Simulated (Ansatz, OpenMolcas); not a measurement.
# How methods differ on SiH3Cl (chlorosilane)

SiH3Cl has 5 atoms, charge 0, and is taken as a singlet. SMILES: `[SiH3]Cl`. Geometry: relaxed at PBE0-D4/def2-TZVP.

```xyz
5

Si   -0.1120    0.0186   -0.0309
Cl    1.8383   -0.5135    0.3299
H    -0.9509   -0.4883    1.0791
H    -0.5347   -0.5857   -1.3149
H    -0.1908    1.4954   -0.1047
```

Each level gives the energy change with the Si1–H4 bond stretched from 1.481 to 2.961 Å (eV). The values are calculated.

| level | kind | program | value (eV) | less FCI/STO-3G |
| --- | --- | --- | --- | --- |
| PBE0/STO-3G (restricted) | global hybrid | Ansatz | 6.28 | +1.68 |
| CAM-B3LYP/STO-3G (restricted) | range-separated hybrid | Ansatz | 6.59 | +1.99 |
| RPA@PBE/STO-3G (restricted) | RPA | Ansatz | 5.39 | +0.79 |
| MP2/STO-3G (restricted) | perturbation theory | Ansatz | 6.14 | +1.54 |
| SC-NEVPT2(2,2)/STO-3G | multireference | OpenMolcas | 4.63 | +0.03 |
| CCSD/STO-3G (restricted) | coupled cluster or CI | Ansatz | 4.72 | +0.12 |
| CCSDT(Q)/STO-3G (restricted) | coupled cluster or CI | Ansatz | 4.60 | 0.00 |
| CCSDT/STO-3G (restricted) | coupled cluster or CI | Ansatz | 4.61 | +0.01 |
| FCI/STO-3G | exact in the basis | Ansatz | 4.60 | 0.00 |

FCI/STO-3G is exact within its basis and frozen core, so for wave-function methods in that basis the difference is their error; functionals converge differently with the basis, so for them it is only a difference. The first shape isn't each level's own minimum. The values span 4.60 to 6.59 eV. All rows use very small basis sets, so even the best lies far from the true value.

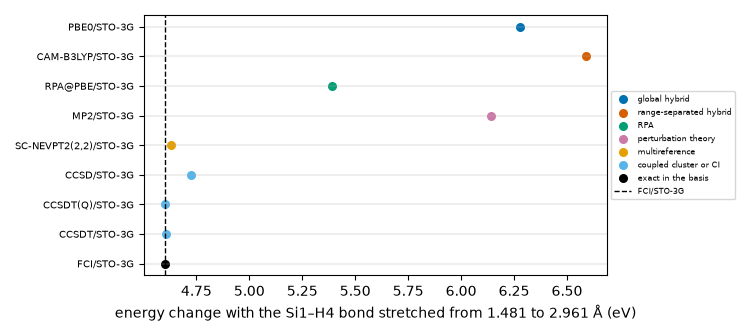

The values of the table, level by level.
